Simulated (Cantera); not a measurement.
Charge: 1 mol NF3, 0.62 mol H2O, a varied amount of N2, at 2275 K and 0.100 bar.

Equilibrium computed with Cantera from the NASA thermochemical tables; the gas is ideal and each condensed phase is pure. Candidate condensed phases: H2O; 40 gas species. The numbers say what is thermodynamically allowed, not how fast it happens.

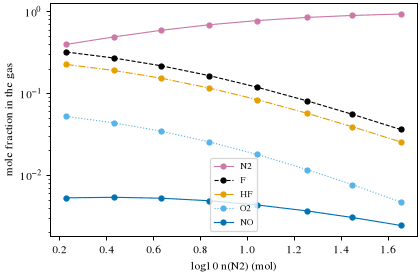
Figure: Equilibrium gas composition (values under 1e-9 drawn at 1e-9)

From 1.7 mol N2 to 45 mol N2 nothing is condensed.
